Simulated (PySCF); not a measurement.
# OsO2: quintet, from a end-on start

The task is one start of a wider search on OsO2: the quintet, from a end-on start. It is relaxed, tested by its Hessian and followed downhill if it is a saddle.

Computed with PySCF 2.14.0. Level: PBE0, basis Os def2-TZVP with ECP60, O def2-TZVP, scalar-relativistic core potentials, no spin–orbit coupling, density fitting.

## (1) Starting geometry

3 atoms, charge 0, spin multiplicity 5.

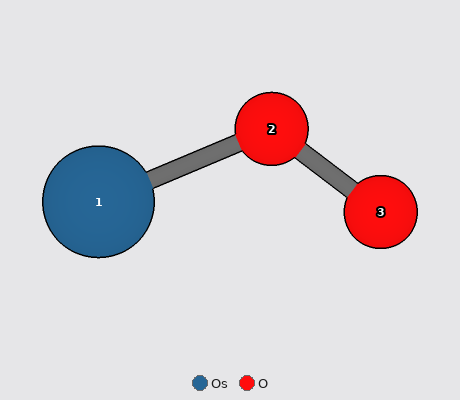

As it starts; osmium blue, oxygen red; atoms are numbered from 1 in the order of the file.

```xyz
3
charge 0 multiplicity 5
Os    0.0000    0.0000    0.0000
O     0.0000    0.0000    1.9776
O     1.2528    0.0000    2.6976
```

## (2) Finding the electronic state

One driver script runs all steps and calls PySCF; scf.py shows how it sets up the SCF of each step. The optimiser is the driver's own. After this first run the driver tries any further starts and a stability analysis.

scf.py

```python
from pyscf import gto, scf, dft
mol = gto.M(atom='''
Os     0.000000     0.000000     0.000000
O      0.000000     0.000000     1.977600
O      1.252800     0.000000     2.697600''',
    basis={'Os': 'def2-TZVP', 'O': 'def2-TZVP'},
    ecp={'Os': 'def2-TZVP'},
    charge=0, spin=4)
mf = dft.UKS(mol, xc='PBE0')
mf.grids.atom_grid = (50, 194)
aux = {'Os': 'def2-universal-JKFIT', 'O': 'def2-universal-JKFIT'}
mf = mf.density_fit(auxbasis=aux)
mf.conv_tol = 1e-08
mf.diis_space = 10
mf.max_cycle = 60
mf.init_guess = 'minao'
mf.verbose = 4
mf.kernel()
```

The run is started by

```bash
$ OMP_NUM_THREADS=2 python axn.py task.json out
```

Further steps of the session: Relaxing the quintet from the end-on start; Is it a minimum? Harmonic modes.

**Question.** What will these runs give? Wanted: minimum; geometry; wavenumbers; dipole moment; highest occupied, lowest empty level; polar-tensor charge of Os1; zero-point energy; atomisation energy; ⟨S²⟩.

The runs gave:

| quantity | value |
| --- | --- |
| minimum | quintet, Cs |
| geometry | Os–O 1.817 Å, Os–O 2.243 Å, O–O 1.358 Å; O–Os–O 37.3°, O–O–Os 54.1°, O–O–Os 88.7° |
| wavenumbers (cm⁻¹) | 247 (a'), 720 (a'), 981 (a') |
| dipole moment | 3.17 D |
| highest occupied, lowest empty level (either spin) | -6.29, -3.76 eV |
| polar-tensor charge of Os1 | +0.52 e |
| zero-point energy | 11.6 kJ/mol |
| entropy at 298.15 K | 296.9 J/(mol K) |
| atomisation energy (no zero-point energy) | 587 kJ/mol |
| ⟨S²⟩ | 6.013 |

The end-on start keeps its Cs symmetry and ends in a minimum. In the infrared the band at 981 cm⁻¹ (a') leads. Most of the spin sits on Os1 (Mulliken spin 3.56, against 4 for the whole molecule). Other starts or spin states, not run here, may lie lower. One determinant may miss the lowest occupation of an open d or f shell. With an element this heavy the missing spin–orbit coupling can shift these numbers.
